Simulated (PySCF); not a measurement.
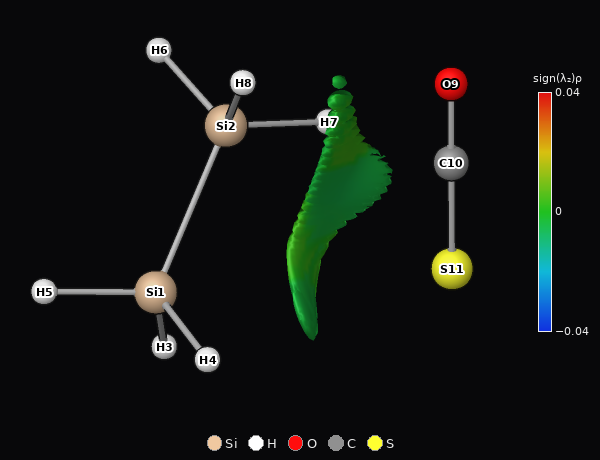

Figure. CH6OSSi2, SMILES `[SiH3][SiH3].O=C=S`. Non-covalent interaction surfaces between the fragments (reduced density gradient s = 0.5, coloured by sign(λ₂)ρ in a.u.; trimmed to the region between the fragments where ρ is under 0.06 a.u.). Fragment A: Si2H6 (atoms 1–8); fragment B: CSO.

PySCF calculation, CAM-B3LYP/def2-SVP, gas phase; geometry: GFN2-xTB. GFN2-xTB bond lengths at metals and heavier atoms can be off by up to 0.1 Å and shapes distorted, which carries into these values.

Geometry (Å), atoms numbered from 1:

```
Si1     -2.3917    0.7359   -0.3299
Si2     -1.3604   -1.2153    0.3378
H3      -3.1392    1.3756    0.7557
H4      -1.4380    1.7349   -0.8212
H5      -3.3488    0.5120   -1.4170
H6      -2.2960   -2.3318    0.4879
H7      -0.6692   -1.0819    1.6244
H8      -0.3415   -1.6564   -0.6220
O9       2.8087   -1.1274   -0.5978
C10      2.3316   -0.1611   -0.1855
S11      1.7065    1.1341    0.3610
```

**Which interactions hold the two fragments together?**

Bond critical points between the fragments: H7···S11, 3.49 Å, ρ = 0.005 a.u.; H4···S11, 3.41 Å, ρ = 0.004 a.u. All are weak and appear green (van der Waals range). Several contacts close a ring, whose ring point adds a part with positive λ₂ between them. The pose is a local one from a semi-empirical search, not shown to be the most stable.

**How strongly are they bound?**

The counterpoise-corrected interaction energy of the frozen fragments is +0.4 kcal/mol without dispersion correction and −1.7 kcal/mol with D3(BJ). The pair geometry is semi-empirical, not a minimum at this level.
